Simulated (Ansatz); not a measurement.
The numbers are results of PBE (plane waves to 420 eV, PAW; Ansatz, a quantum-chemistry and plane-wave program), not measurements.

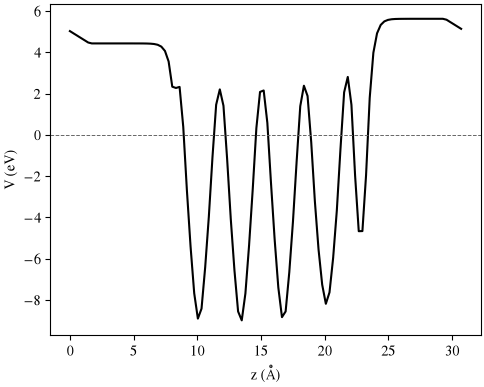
*Electrostatic potential energy of an electron, averaged over planes parallel to the surface, in eV from the Fermi level, for a constructed model of the (111) surface of germanium, from a spin-polarised start, full P adlayer on top sites (bottom of the slab: 1 H on 1 bottom site)*

Set-up: 10 atoms, 14.7 Å thick at the start with caps and adatoms; mesh 8x8x1; 0.025 eV smearing; dipole correction on; 2 atoms held, the rest relaxed; start symmetry kept, larger cells not searched; spin-polarised, no spin-orbit, no U. The slab shows no gap on its mesh. The starting moment vanished. It is one candidate, not shown to be the stable structure of the face.

**Question.** The surface cell has an area of 14.37 Å². What dipole along the normal does the step between the two vacuum levels imply?

**Answer.** the top vacuum level lies 1.19 eV above the bottom one; p = −ε₀ A ΔV (ε₀ = 0.005526 e/(V·Å)) gives -0.09 e·Å a cell.
